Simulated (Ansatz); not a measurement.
# BH3O (triplet): one geometry, many settings at distance B1–H4 along a hydrogen transfer = 1.526 Å

What do other methods and options give for BH3O (triplet) at this geometry, and how long do they take?

Method: the settings change from run to run; program: Ansatz 0.2.0, Gaussian basis.

17 further runs of the same task are left out: 9 for a known fault of the program, 2 for a mislabelled method, 5 that didn't finish, 1 set aside as unsound or not needed.

### 1 The geometry

The geometry derives from fragments relaxed apart (PBE0/def2-TZVP) and kept rigid, so it is no stationary point. A hydrogen atom is moved between rigid fragments.

5 atoms, charge 0, spin multiplicity 3.

Atoms are counted from 1 here; the program's logs count them from 0.

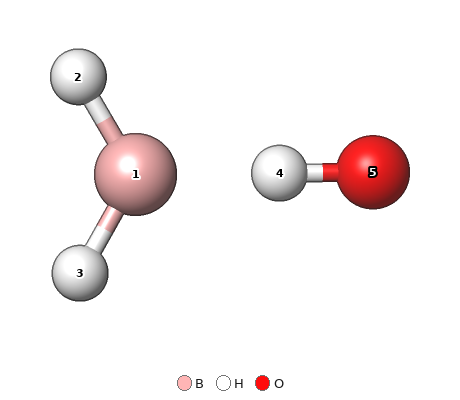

The structure; boron pink, hydrogen white, oxygen red; atoms are numbered from 1 in the order of the file.

### 2 HF/cc-pVDZ

in.yaml reads:

```yaml
crystal:
  periodic: [false, false, false]
  atoms:
    - {symbol: B, position_ang: [-1.360507, 0.000000, 0.000000]}
    - {symbol: H, position_ang: [-1.957240, 1.033571, 0.000000]}
    - {symbol: H, position_ang: [-1.957240, -1.033571, 0.000000]}
    - {symbol: H, position_ang: [0.165493, 0.000000, 0.000000]}
    - {symbol: O, position_ang: [1.155493, 0.000000, 0.000000]}
basis:
  gaussian: {orbitals: cc-pVDZ}
magnetization: {spin_polarized: false, initial_magnetization: 2}
hamiltonian: {xc: hf}
output: {orbitals: {seedname: orbitals}}
```

Started as:

```
$ ansatz run in.yaml --threads 1 --pin off --events-out ev --progress --plain --max-ram 2393MiB
```

What it wrote:

```text
Functional definition: HF
  name "HF"
  cite "Fock, Z. Phys. 61, 126 (1930) doi:10.1007/BF01340294"
  parent pbe
  exchange = exact_x
  correlation = 0
388 factors; integrals over basis functions are off by at most 1.4e-3 eV
mean field evaluation 1: about -2737.4168 eV, gradient 4.6e1 eV
mean field evaluation 2: about -2737.4173 eV, gradient 4.6e1 eV
mean field evaluation 4: about -2750.4131 eV, gradient 1.5e1 eV
mean field evaluation 8: about -2751.4889 eV, gradient 2.9e-1 eV
mean field evaluation 16: about -2751.4909 eV, gradient 2.7e-1 eV
mean field evaluation 32: about -2751.5088 eV, gradient 1.3e-5 eV
mean field evaluation 64: about -2751.4894 eV, gradient 1.0e-1 eV
mean field evaluation 96: about -2744.6184 eV, gradient 2.6e1 eV
mean field evaluation 128: about -2742.1638 eV, gradient 2.9e0 eV
mean field -2751.50878084 eV, -101.1160826563 hartree, gradient 3.2e-6 eV, S^2 2.000000; 2 other end points of the search recorded, 0 dependent functions left out
reference -2751.50878084 eV, -101.1160826563 hartree; 9, 7 occupied and 34, 36 virtual orbitals, 388 factors
Total energy: -2751.50878084 eV, -101.1160826563 hartree
```

Run time: 0.45 s. Hardware: 1 thread of Arm Neoverse V2, shared host.

### 3 MP2 on UHF/6-31G*

in.yaml, as its differences from that of step 2:

```diff
@@ -9,5 +9,5 @@
 basis:
-  gaussian: {orbitals: cc-pVDZ}
-magnetization: {spin_polarized: false, initial_magnetization: 2}
-hamiltonian: {xc: hf}
-output: {orbitals: {seedname: orbitals}}
+  gaussian: {orbitals: "6-31G*"}
+magnetization: {spin_polarized: true, initial_magnetization: 2}
+correlation: {method: mp2, electrons: all}
+output: {forces: true}
```

Launched as before.

What it wrote (excerpt; [...] marks lines left out):

```text
Functional definition: HF
  name "HF"
  cite "Fock, Z. Phys. 61, 126 (1930) doi:10.1007/BF01340294"
  parent pbe
[...]
360 factors; integrals over basis functions are off by at most 6.3e-4 eV
[...]
mean field -2751.36133888 eV, -101.1106642640 hartree, gradient 2.1e-6 eV, S^2 2.018747; 12 other end points of the search recorded, 0 dependent functions left out
reference -2751.36133888 eV, -101.1106642640 hartree; 9, 7 occupied and 27, 29 virtual orbitals, 360 factors
second order -5.62666087 eV of doubles, -0.00000000 eV of singles
[...]
Total energy: -2756.98799975 eV, -101.3174402371 hartree
Atom 0 at    -1.360507     0.000000     0.000000 Å, force    -2.341557     0.000000     0.000000 eV/Å
Atom 1 at    -1.957240     1.033571     0.000000 Å, force     0.360718     0.097192    -0.000000 eV/Å
Atom 2 at    -1.957240    -1.033571     0.000000 Å, force     0.360718    -0.097192    -0.000000 eV/Å
Atom 3 at     0.165493     0.000000     0.000000 Å, force    -1.089048    -0.000000     0.000000 eV/Å
Atom 4 at     1.155493     0.000000     0.000000 Å, force     2.709169    -0.000000    -0.000000 eV/Å
Dipole moment:    -0.483471    -0.000000     0.000000 e Å
```

Run time: 0.63 s. Hardware: 1 thread of Arm Neoverse V2, shared host.

From the report: ⟨S²⟩ of the determinant 2.019 (pure triplet: 2.00).

### 4 CCSDT(Q)/B on ROHF/STO-3G

in.yaml, as its differences from that of step 3:

```diff
@@ -9,5 +9,5 @@
 basis:
-  gaussian: {orbitals: "6-31G*"}
-magnetization: {spin_polarized: true, initial_magnetization: 2}
-correlation: {method: mp2, electrons: all}
-output: {forces: true}
+  gaussian: {orbitals: STO-3G}
+magnetization: {spin_polarized: false, initial_magnetization: 2}
+correlation: {method: ccsdt_q_b, electrons: all}
+scf: {lower_state_search: off}
```

The command is unchanged.

What it wrote (excerpt; [...] marks lines left out):

```text
Functional definition: HF
  name "HF"
  cite "Fock, Z. Phys. 61, 126 (1930) doi:10.1007/BF01340294"
  parent pbe
[...]
197 factors; integrals over basis functions are off by at most 5.8e-8 eV
[...]
mean field -2714.45953129 eV, -99.7545478481 hartree, gradient 8.8e-6 eV, S^2 2.000000; 0 other end points of the search recorded, 0 dependent functions left out
reference -2714.45953129 eV, -99.7545478481 hartree; 9, 7 occupied and 4, 6 virtual orbitals, 197 factors
second order -1.20764496 eV of doubles, -0.11480486 eV of singles
cycle   1  -1.71911880 eV  change   -3.9e-1 eV  update   5.3e-2
[...]
cycle  21  -1.97409131 eV  change   -1.7e-8 eV  update   1.2e-6
perturbative correction -0.00010182 eV, -0.0000037419 hartree
Total energy: -2716.43372442 eV, -99.8270981076 hartree
Checks for a lower state left out: stability, starts, cluster_reference, orbital_swaps, neighbouring_geometries, increment
```

It took 3.8 s on 1 thread of Arm Neoverse V2, shared host.

From the report: correlation -1.9742 eV; T1 0.017; largest double amplitude 0.08.

### 5 CASSCF(2,3)/def2-SVP

in.yaml, as its differences from that of step 4:

```diff
@@ -9,5 +9,6 @@
 basis:
-  gaussian: {orbitals: STO-3G}
+  gaussian: {orbitals: def2-SVP}
 magnetization: {spin_polarized: false, initial_magnetization: 2}
-correlation: {method: ccsdt_q_b, electrons: all}
-scf: {lower_state_search: off}
+correlation: {active_space: {window: {electrons: 2, orbitals: 3}}}
+scf: {lower_state_search: light}
+output: {forces: true}
```

Same command.

What it wrote (excerpt; [...] marks lines left out):

```text
Functional definition: HF
  name "HF"
  cite "Fock, Z. Phys. 61, 126 (1930) doi:10.1007/BF01340294"
  parent pbe
[...]
431 factors; integrals over basis functions are off by at most 1.0e-3 eV
[...]
mean field -2749.01872445 eV, -101.0245747716 hartree, gradient 1.4e-6 eV, S^2 2.000000; 7 other end points of the search recorded, 0 dependent functions left out
reference -2749.01872445 eV, -101.0245747716 hartree; 9, 7 occupied and 34, 36 virtual orbitals, 431 factors
state -2749.01872445 eV, -101.0245747716 hartree
[...]
Total energy: -2749.01872445 eV, -101.0245747716 hartree
Atom 0 at    -1.360507     0.000000     0.000000 Å, force    -2.753629     0.000000    -0.000000 eV/Å
Atom 1 at    -1.957240     1.033571     0.000000 Å, force     0.295110     0.221569     0.000000 eV/Å
Atom 2 at    -1.957240    -1.033571     0.000000 Å, force     0.295110    -0.221569     0.000000 eV/Å
Atom 3 at     0.165493     0.000000     0.000000 Å, force     0.762171    -0.000000    -0.000000 eV/Å
Atom 4 at     1.155493     0.000000     0.000000 Å, force     1.401238     0.000000     0.000000 eV/Å
Dipole moment:    -0.496897    -0.000000     0.000000 e Å
```

It took 1.3 s on 1 thread of Arm Neoverse V2, shared host.

From the report: 9 determinants; active occupations 1.00, 1.00, 0.00. With so small a space the active step adds no correlation: the energy is the mean field's.

### 6 NEVPT2(2,8)/6-31G*

in.yaml, as its differences from that of step 5:

```diff
@@ -9,6 +9,4 @@
 basis:
-  gaussian: {orbitals: def2-SVP}
+  gaussian: {orbitals: "6-31G*"}
 magnetization: {spin_polarized: false, initial_magnetization: 2}
-correlation: {active_space: {window: {electrons: 2, orbitals: 3}}}
-scf: {lower_state_search: light}
-output: {forces: true}
+correlation: {method: sc_nevpt2, electrons: all, active_space: {window: {electrons: 2, orbitals: 8}, states: [{multiplicity: 3, weights: [1, 1]}]}}
```

The command is unchanged.

What it wrote (excerpt; [...] marks lines left out):

```text
Functional definition: HF
  name "HF"
  cite "Fock, Z. Phys. 61, 126 (1930) doi:10.1007/BF01340294"
  parent pbe
[...]
609 factors; integrals over basis functions are off by at most 2.5e-7 eV
[...]
mean field -2751.11387118 eV, -101.1015699939 hartree, gradient 2.1e-6 eV, S^2 2.000000; 11 other end points of the search recorded, 0 dependent functions left out
reference -2751.11387118 eV, -101.1015699939 hartree; 9, 7 occupied and 27, 29 virtual orbitals, 609 factors
state -2751.07478786 eV, -101.1001337085 hartree
state -2749.02557427 eV, -101.0248264980 hartree
state -2751.07478786 eV, -101.1001337085 hartree; corrected -2756.79473056 eV, -101.3103377255 hartree
state -2749.02557427 eV, -101.0248264980 hartree; corrected -2754.91536338 eV, -101.2412722554 hartree
WARN: 3 active orbitals are nearly empty or full. The corrections depend on them more than the energy does, and are more stable in an active space without them
Total energy: -2755.85504697 eV, -101.2758049905 hartree
```

Run time: 7.5 s. Hardware: 1 thread of Arm Neoverse V2, shared host.

From the report: 18 determinants; active occupations (of the averaged states) 1.00, 0.50, 0.50, 0.00, 0.00, 0.00, 0.00, 0.00. The report marks this result as in doubt.

### 7 CCSD(T)/cc-pVDZ

in.yaml reads:

```yaml
crystal:
  periodic: [false, false, false]
  atoms:
    - {symbol: B, position_ang: [-1.360507, 0.000000, 0.000000]}
    - {symbol: H, position_ang: [-1.957240, 1.033571, 0.000000]}
    - {symbol: H, position_ang: [-1.957240, -1.033571, 0.000000]}
    - {symbol: H, position_ang: [0.165493, 0.000000, 0.000000]}
    - {symbol: O, position_ang: [1.155493, 0.000000, 0.000000]}
basis:
  gaussian: {orbitals: cc-pVDZ}
magnetization: {spin_polarized: true, initial_magnetization: 2}
hamiltonian: {xc: {name: r2SCAN}}
correlation: {method: ccsd_t, electrons: outside_noble_gas}
scf: {omitted_lower_state_checks: [cluster_reference]}
output: {forces: true}
```

Launched as before.

What it wrote (excerpt; [...] marks lines left out):

```text
Functional definition: r2SCAN
  name "r2SCAN"
  cite "Furness, Kaplan, Ning, Perdew & Sun, J. Phys. Chem. Lett. 11, 8208 (2020) doi:10.1021/acs.jpclett.0c02405"
  cite "Furness, Kaplan, Ning, Perdew & Sun, J. Phys. Chem. Lett. 11, 9248 (2020) doi:10.1021/acs.jpclett.0c03077"
  parent r2scan
[...]
388 factors; integrals over basis functions are off by at most 1.4e-3 eV
[...]
mean field -2764.73172866 eV, -101.6020170258 hartree, gradient 3.3e-6 eV, S^2 2.006995; 2 other end points of the search recorded, 0 dependent functions left out
2 core orbitals not correlated: weight in the atoms' cores, before any rotation towards them, 1.000 or more for the frozen orbitals, at most 0.000 for the correlated occupied ones
reference -2751.42837140 eV, -101.1131276639 hartree; 7, 5 occupied and 34, 36 virtual orbitals, 388 factors
second order -6.39251391 eV of doubles, -0.21593456 eV of singles
cycle   1  -7.06165039 eV  change   -4.6e-1 eV  update   6.8e-2
[...]
cycle  20  -7.33658096 eV  change   -1.4e-8 eV  update   1.4e-8
perturbative correction -0.12862679 eV, -0.0047269475 hartree
[...]
the multipliers restart with 30 DIIS vectors
Total energy: -2758.89357916 eV, -101.3874689889 hartree
Atom 0 at    -1.360507     0.000000     0.000000 Å, force    -1.636877    -0.000000    -0.000000 eV/Å
Atom 1 at    -1.957240     1.033571     0.000000 Å, force     0.103132     0.499520     0.000000 eV/Å
Atom 2 at    -1.957240    -1.033571     0.000000 Å, force     0.103132    -0.499520     0.000000 eV/Å
Atom 3 at     0.165493     0.000000     0.000000 Å, force    -1.308797     0.000000    -0.000000 eV/Å
Atom 4 at     1.155493     0.000000     0.000000 Å, force     2.739412    -0.000000     0.000000 eV/Å
Dipole moment:    -0.388383    -0.000000     0.000000 e Å
Checks for a lower state left out: cluster_reference
```

It took 24 s on 1 thread of Arm Neoverse V2, shared host.

From the report: ⟨S²⟩ of the determinant 2.007 (pure triplet: 2.00); correlation -7.4652 eV; T1 0.015; largest double amplitude 0.05. The orbitals are Kohn-Sham ones, so correlation energy and T1 don't compare with those on Hartree-Fock orbitals.

### 8 CCSD on ROHF/6-31++G**

in.yaml reads:

```yaml
crystal:
  periodic: [false, false, false]
  atoms:
    - {symbol: B, position_ang: [-1.360507, 0.000000, 0.000000]}
    - {symbol: H, position_ang: [-1.957240, 1.033571, 0.000000]}
    - {symbol: H, position_ang: [-1.957240, -1.033571, 0.000000]}
    - {symbol: H, position_ang: [0.165493, 0.000000, 0.000000]}
    - {symbol: O, position_ang: [1.155493, 0.000000, 0.000000]}
basis:
  gaussian: {orbitals: "6-31++G**"}
magnetization: {spin_polarized: false, initial_magnetization: 2}
correlation: {method: ccsd, electrons: outside_noble_gas}
output: {forces: true}
```

The command is unchanged.

What it wrote (excerpt; [...] marks lines left out):

```text
Functional definition: HF
  name "HF"
  cite "Fock, Z. Phys. 61, 126 (1930) doi:10.1007/BF01340294"
  parent pbe
[...]
506 factors; integrals over basis functions are off by at most 1.5e-3 eV
[...]
mean field -2751.50627642 eV, -101.1159906206 hartree, gradient 1.6e-6 eV, S^2 2.000000; 10 other end points of the search recorded, 0 dependent functions left out
[...]
determinant -2751.50627642 eV, -101.1159906206 hartree, with singles and doubles -2758.71904708 eV, -101.3810550534 hartree
determinant -2751.46472907 eV, -101.1144637835 hartree, with singles and doubles -2758.66948309 eV, -101.3792336101 hartree
determinant -2749.43642847 eV, -101.0399251115 hartree, with singles and doubles -2756.85487891 eV, -101.3125481365 hartree
determinant -2749.43252808 eV, -101.0397817747 hartree, with singles and doubles -2756.84998268 eV, -101.3123682035 hartree
[...]
reference -2751.50627642 eV, -101.1159906206 hartree; 7, 5 occupied and 47, 49 virtual orbitals, 506 factors
second order -6.21916267 eV of doubles, -0.13949728 eV of singles
cycle   1  -7.21254030 eV  change    2.1e-7 eV  update   3.4e-6
[...]
cycle   9  -7.21253996 eV  change    7.2e-9 eV  update   1.5e-8
[...]
the multipliers restart with 30 DIIS vectors
Total energy: -2758.71881638 eV, -101.3810465751 hartree
Atom 0 at    -1.360507     0.000000     0.000000 Å, force    -2.342459    -0.000000    -0.000000 eV/Å
Atom 1 at    -1.957240     1.033571     0.000000 Å, force     0.404243     0.032896     0.000000 eV/Å
Atom 2 at    -1.957240    -1.033571     0.000000 Å, force     0.404243    -0.032896     0.000000 eV/Å
Atom 3 at     0.165493     0.000000     0.000000 Å, force    -1.224584    -0.000000     0.000000 eV/Å
Atom 4 at     1.155493     0.000000     0.000000 Å, force     2.758557     0.000000     0.000000 eV/Å
Dipole moment:    -0.495602     0.000000     0.000000 e Å
```

It took 43 s on 1 thread of Arm Neoverse V2, shared host; peak memory 0.29 GiB.

From the report: correlation -7.2125 eV; T1 0.021; largest double amplitude 0.03.

### 9 All runs side by side

Where basis and cores are those of an earlier UCCSDT(Q)/cc-pVDZ run (-2758.9459 eV), and the state is the same kind, the miss against it is given. † marks a result that the program doubts.

```tsv
level	correlated	functions	energy (eV)	from UCCSDT(Q) (meV)	time
HF/cc-pVDZ		43	-2751.5088	7437.1	0.45 s
MP2 on UHF/6-31G*	all	36	-2756.9880		0.63 s
CCSDT(Q)/B on ROHF/STO-3G	all	13	-2716.4337		3.8 s
CASSCF(2,3)/def2-SVP		43	-2749.0187		1.3 s
NEVPT2(2,8)/6-31G* (mean of several states) †	all	36	-2755.8550		7.5 s
CCSD(T)/cc-pVDZ (on r2SCAN orbitals)	outside noble gas	43	-2758.8936	52.3	24 s
CCSD on ROHF/6-31++G**	outside noble gas	56	-2758.7188		43 s
```

### 10 What came out

| quantity | value |
| --- | --- |
| runs | 7 |
| quickest | HF/cc-pVDZ, 0.45 s |
| slowest | CCSD on ROHF/6-31++G**, 43 s |

**Reading.** Total energies in different bases, with other cores or another treatment of relativity can't be set against each other. CCSD on ROHF/6-31++G** took 96 times as long as HF/cc-pVDZ; the jobs differ in more than the method. Hartree-Fock, CASSCF and CASCI lack dynamic correlation by design. Cores frozen from Kohn-Sham orbitals shift the total energy.
